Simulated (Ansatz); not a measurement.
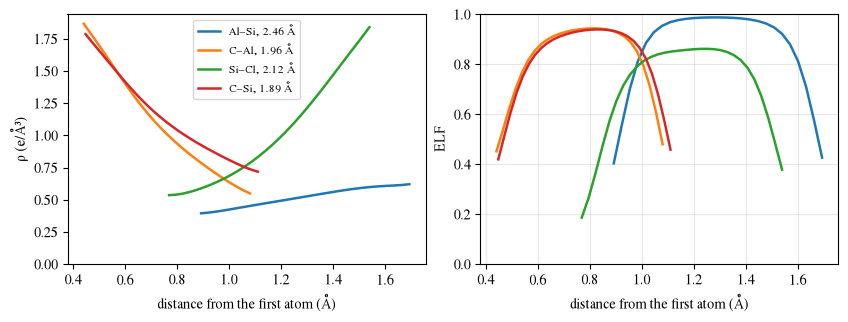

Figure. CH8AlClSi2 (SMILES [SiH3][CH2][AlH][SiH2]Cl). Total electron density and electron localisation function along straight lines between neighbouring atoms. The curves leave out the atomic cores.

The calculation used Ansatz 0.2.0, RKS PBE0/cc-pVDZ.

```yaml
atoms:
  - { symbol: Si, position_ang: [-1.2449, 1.0317, 1.0852] }
  - { symbol: C, position_ang: [0.3412, 0.0907, 1.5037] }
  - { symbol: Al, position_ang: [0.3667, -0.7200, 3.2932] }
  - { symbol: Si, position_ang: [-0.6766, -2.9201, 3.6667] }
  - { symbol: Cl, position_ang: [-2.6471, -2.3448, 4.2115] }
  - { symbol: H, position_ang: [-1.4807, 2.1261, 2.0852] }
  - { symbol: H, position_ang: [-1.1716, 1.6529, -0.2790] }
  - { symbol: H, position_ang: [-2.4253, 0.1061, 1.1214] }
  - { symbol: H, position_ang: [0.4723, -0.6888, 0.7319] }
  - { symbol: H, position_ang: [1.1808, 0.8039, 1.4168] }
  - { symbol: H, position_ang: [0.9425, 0.0852, 4.5477] }
  - { symbol: H, position_ang: [-0.1526, -3.7500, 4.8022] }
  - { symbol: H, position_ang: [-0.8214, -3.8235, 2.4760] }
```

What can be read from the curves?

Al–Si (2.46 Å): ρ is about 0.5 e/Å³ halfway; the ELF peaks at about 1 between the atoms, as expected for a covalent bond.
C–Al (1.96 Å): ρ is about 0.66 e/Å³ halfway; the ELF peaks at about 0.95 between the atoms: a shared but strongly polarised pair.
Si–Cl (2.12 Å): the density is about 0.76 e/Å³ at the midpoint; the ELF peaks at about 0.85 between the atoms (a polar covalent bond).
C–Si (1.89 Å): ρ is about 0.87 e/Å³ halfway; the ELF peaks at about 0.95 between the atoms: localised, covalent bonding.
